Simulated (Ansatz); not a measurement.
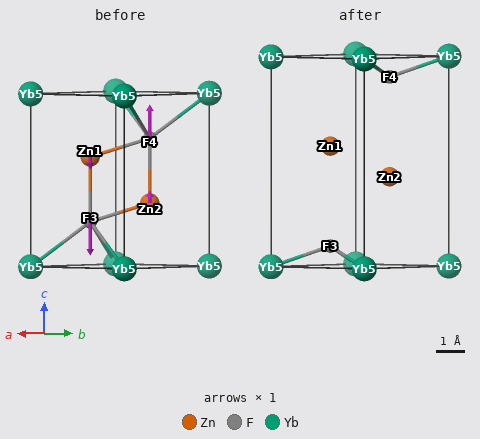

The structure of a crystal of YbZn$_{2}$F$_{2}$ (a generated structure, set up in P-3m1) before (left) and after (right) a relaxation, at one scale. The purple arrows give the displacements (the part carried along by the change of the cell is left out), at their true length.

Style: ball-and-stick. Shown: the cell of the calculation, reduced to other axes, from a free direction. Lengths and directions refer to the drawn axes.

The start is a swapped structure.

Level of theory: DFT, PAW plane waves, r2SCAN (Ansatz). (plane-wave cutoff 500 eV; k-point mesh 7 × 7 × 4; occupations fermi dirac; smearing width 0.05 eV; no spin polarisation; cell and atoms relaxed; force threshold 0.03 eV/Å; at most 60 steps)

Summarise the run.

After 13 accepted moves (15 points after the start) the energy has fallen by 854 meV per atom. Largest force component: 1.6 eV/Å at the start, 0.00075 eV/Å at the end. Pressure: 6.22 GPa at the start and 0.00 GPa at the end. At 2 points the geometry stayed and the basis and grid were re-selected for the new cell (energy shift of 3.2 meV per atom at most each time). The largest moves relative to the cell, 1.25 Å, are those of F3 and F4. F4 goes along +c. Largest moves by element: F 1.25 Å, Zn 0.47 Å. Yb stays in place. The drawn cell changes as follows: a = b 3.805 → 3.787 Å (−0.5 %), c 6.360 → 7.724 Å (+21.4 %); the volume changes by +20.3 %. Among the contacts that change: Zn1–F3 2.386 → 3.678 Å, Zn1–F4 2.300 → 3.353 Å, F3–Yb5 2.746 → 2.312 Å. Among the angles between lasting bonds that change: Yb5–F4–Yb5 87.7° → 110.0°, F3–Yb5–F4 92.3° → 70.0°, F3–Yb5–F3 87.7° → 110.0°. The space group stays P-3m1 (No. 164). The run took about 13 core-minutes on a shared host.

Limits of the set-up: 4f states are treated without a Hubbard U.
